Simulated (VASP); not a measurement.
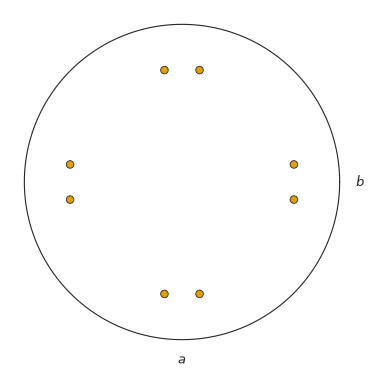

Stereographic projection: filled dots lie in the upper hemisphere, open rings in the lower. The c axis points at the viewer. The poles are all faces of one general form. Computed from the symmetry operations of a computed or model structure of composition HCN.

Q: Name the crystal class.

A: 4mm (C4v), order 8, tetragonal system: one fourfold axis, four mirror planes.

Q: Can such a crystal be piezoelectric, pyroelectric or chiral?

A: It is not centrosymmetric; polar, so pyroelectricity and piezoelectricity are allowed; it is not chiral.
